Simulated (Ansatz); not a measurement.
# BGeH4Cl (SMILES Cl[BH][GeH3]): wB97M-V/def2-SVP

What is the vertical singlet–triplet gap of BGeH4Cl at wB97M-V/def2-SVP? 

The calculation is run with Ansatz 0.2.0.

59 further runs of the same task are left out: 59 set aside as unsound or not needed. Runs told in other sessions of the task aren't counted.

**1. The structure to begin with**

The species is BGeH4Cl (7 atoms), meant as a singlet with charge 0. As SMILES, `Cl[BH][GeH3]`. Geometry: relaxed at PBE0-D4/def2-TZVP.

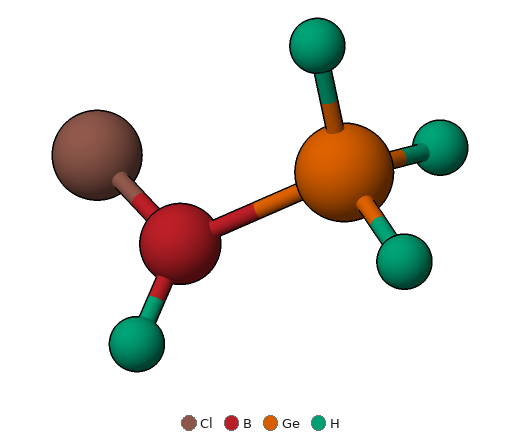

Viewed from a chosen angle; chlorine brown, boron red, germanium orange, hydrogen teal.

**2. The energy at wB97M-V/def2-SVP**

input.yaml reads:

```yaml
crystal:
  periodic: [false, false, false]
  atoms:
    - {symbol: Cl, position_ang: [-1.976000, -1.523900, 0.066800]}
    - {symbol: B, position_ang: [-0.280900, -1.157900, 0.180500]}
    - {symbol: Ge, position_ang: [0.359600, 0.783200, -0.117500]}
    - {symbol: H, position_ang: [0.439400, -2.075400, 0.430000]}
    - {symbol: H, position_ang: [-0.028000, 1.247000, -1.533300]}
    - {symbol: H, position_ang: [-0.333800, 1.724000, 0.884000]}
    - {symbol: H, position_ang: [1.881000, 0.935000, 0.043800]}
basis:
  gaussian:
    orbitals: def2-SVP
hamiltonian:
  xc: {name: wB97M-V}
accuracy: high
output: {orbitals: {seedname: orbitals}}
```

On the command line:

```console
$ ansatz run input.yaml --threads 1 --pin off --max-ram 2610MiB --events-out events.jsonl --progress --plain --runs-dir runs
```

Standard output:

```text
Warning: RAYON_NUM_THREADS=1 ignored (pool sized by the plan → 1); use --threads N
Functional definition: wB97M-V
  name "wB97M-V"
  parameter omega = 0.3/bohr
  parameter cx = 0.15
  parameter cx01 = 1.007
  parameter cx10 = 0.259
  parameter css00 = 0.443
  parameter css04 = -1.437
  parameter css10 = -4.535
  parameter css20 = -3.390
  parameter css43 = 4.278
  parameter cos00 = 1.000
  parameter cos10 = 1.358
  parameter cos20 = 2.924
  parameter cos21 = -8.812
  parameter cos60 = -1.390
  parameter cos61 = 9.142
  parameter b = 6.0
  parameter c = 0.01
  gx(w, u) = 1 - cx + cx01*u + cx10*w
  gss(w, u) = css00 + css04*u^4 + css10*w + css20*w^2 + css43*w^4*u^3
  gos(w, u) = cos00 + cos10*w + (cos20 + cos21*u)*w^2 + (cos60 + cos61*u)*w^6
  exchange = spin_sum(e_x_unif_sr(omega)*gx(b97_w, b97_u_x)) + cx*exact_x_sr(omega) + exact_x_lr(omega)
  correlation = spin_sum(e_c_pw_mod_same_spin*gss(b97_w, b97_u_same))
      + integral(e_c_pw_mod_opposite_spin*gos(b97_w_opposite, b97_u_opposite)) + vv10(b, c)
1778 factors; integrals over basis functions are off by at most 4.7e-9 eV
350 factors; integrals over basis functions are off by at most 2.2e-9 eV
mean field evaluation 1: about -69766.1192 eV, gradient 1.4e1 eV
mean field evaluation 2: about -69766.3952 eV, gradient 1.0e1 eV
mean field evaluation 4: about -69766.5110 eV, gradient 2.5e-1 eV
mean field evaluation 8: about -69766.5765 eV, gradient 3.7e-2 eV
mean field evaluation 16: about -69766.5765 eV, gradient 2.9e-5 eV
mean field -69766.57652768 eV, -2563.8743979080 hartree, gradient 9.6e-8 eV, S^2 0.000000; 0 other end points of the search recorded, 0 dependent functions left out
reference -69766.57653181 eV, -2563.8743980600 hartree; 29, 29 occupied and 55, 55 virtual orbitals, 1778 factors
Total energy: -69766.57653181 eV, -2563.8743980600 hartree
```

Wall time 59 s (1 thread of Arm Neoverse V2, shared host); peak memory 0.53 GiB.

**3. The triplet, same level**

Edit input.yaml of step 2 so:

```diff
@@ -11,7 +11,6 @@
 basis:
-  gaussian:
-    orbitals: def2-SVP
-hamiltonian:
-  xc: {name: wB97M-V}
+  gaussian: {orbitals: def2-SVP}
 accuracy: high
 output: {orbitals: {seedname: orbitals}}
+magnetization: {spin_polarized: true, initial_magnetization: 2}
+hamiltonian: {xc: {name: wB97M-V}}
```

On the command line:

```console
$ ansatz run input.yaml --threads 1 --pin off --max-ram 2610MiB --events-out events.jsonl --progress --plain --runs-dir runs
```

Standard output (excerpt; [...] marks lines left out):

```text
Warning: RAYON_NUM_THREADS=1 ignored (pool sized by the plan → 1); use --threads N
[... 2 set-up lines as earlier in the session ...]
[...]
  gx(w, u) = 1 - cx + cx01*u + cx10*w
  gss(w, u) = css00 + css04*u^4 + css10*w + css20*w^2 + css43*w^4*u^3
  gos(w, u) = cos00 + cos10*w + (cos20 + cos21*u)*w^2 + (cos60 + cos61*u)*w^6
[...]
      + integral(e_c_pw_mod_opposite_spin*gos(b97_w_opposite, b97_u_opposite)) + vv10(b, c)
1778 factors; integrals over basis functions are off by at most 4.7e-9 eV
350 factors; integrals over basis functions are off by at most 2.2e-9 eV
[...]
mean field -69762.80106673 eV, -2563.7356522772 hartree, gradient 5.1e-8 eV, S^2 2.003478; 0 other end points of the search recorded, 0 dependent functions left out
reference -69762.80107078 eV, -2563.7356524261 hartree; 30, 28 occupied and 54, 56 virtual orbitals, 1778 factors
Total energy: -69762.80107078 eV, -2563.7356524261 hartree
```

It took 2 min on 1 thread of Arm Neoverse V2, shared host; peak memory 0.98 GiB.

**4. Results**

At wB97M-V/def2-SVP:

```
                                        quantity           value
                           singlet: total energy  -2563.87440 Eh
                            singlet: HOMO energy        -9.97 eV
                            singlet: LUMO energy        -0.03 eV
                          singlet: HOMO–LUMO gap         9.94 eV
                           triplet: total energy  -2563.73565 Eh
     triplet: HOMO energy (highest over α and β)        -6.27 eV
      triplet: LUMO energy (lowest over α and β)        -3.86 eV
                                   triplet: ⟨S²⟩           2.003
vertical energy of the triplet above the singlet        3.775 eV
```

What this shows: At this shape the triplet lies 3.78 eV (87 kcal/mol) above the singlet.
